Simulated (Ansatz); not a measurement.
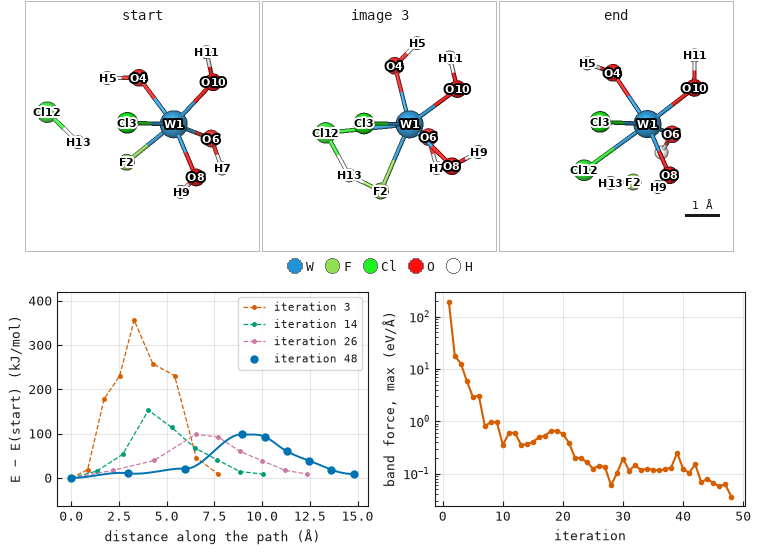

A search for the minimum-energy path of WH$_{5}$O$_{4}$Cl$_{2}$F by the nudged elastic band. Images are numbered from 0 (start) to 8 (end). The plot follows the band through its iterations. A ball-and-stick model, seen at a tilt.

Method: RKS PBE/def2-SVP in Ansatz. Settings: 7 movable images; climbing image; force threshold 0.05 eV/Å; iteration limit 60; starting path through a guess of the saddle point.

### Did the band converge, and can the barrier be trusted?

The result is final at these settings. The band converged in 48 iterations. The largest component of the band force went from 190 to 0.036 eV/Å. The climbing image converged on the top of the path. Its vibrational analysis gives one imaginary mode (165i cm⁻¹), as a transition state must have. The first iteration put the highest image at 2593.8 kJ/mol. Forward barrier 98.3 kJ/mol, backward barrier 89.5 kJ/mol, with image 3 at the top; the reaction energy is +8.8 kJ/mol.

The run took 18 min on 4 threads of Arm Neoverse V1 (shared host), peak memory 0.3 GiB.
